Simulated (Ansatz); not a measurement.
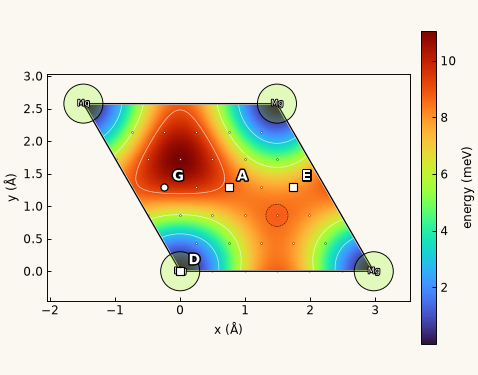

N₂ on a MgO(111) slab cut from the Fm-3m phase, its upper half relaxed before the scan (24 atoms of substrate and one adsorbate in a 2 × 2 cell). N2 is moved over the surface cell at a fixed height above a rigid substrate; the origin of the map has the adsorbate above Mg21; the height is held at 3.40 Å. Places are given modulo a cell vector. The map is drawn in real space over the plane of the surface. Grid: 6 × 6 points; 10 points were computed and 26 follow by symmetry. Places are given in fractions of the 1 × 1 surface cell. All energies are given in meV relative to the lowest grid point. At a fixed height the lowest place need not be the adsorption site. The runs have no spin polarisation; a magnetic state may lie lower. These are results of Ansatz 0.2.0, DFT PBE+D3(BJ), scalar-relativistic, plane waves, PAW, not measurements. Settings: cutoff 420 eV, k-mesh 6×6×1, gaussian smearing 0.05 eV, no spin polarisation.

In the figure: a smooth colour map with a few white contour lines, dots at the grid points, labelled circles for the atoms of the top layer and small ones for the second layer, the outline of one cell of the plane, lettered points. Between grid points the surface is interpolated.

Is A the lowest point of the computed grid?

No. A lies 8.8 meV above the lowest grid point, which is at the top site over a surface Mg atom, (0/6, 0/6) of the cell vectors.

Rank the lettered points by energy, lowest first.

D (0.0 meV), E (7.9 meV), A (8.8 meV), G (9.6 meV).

PAW datasets: the set soft_1.
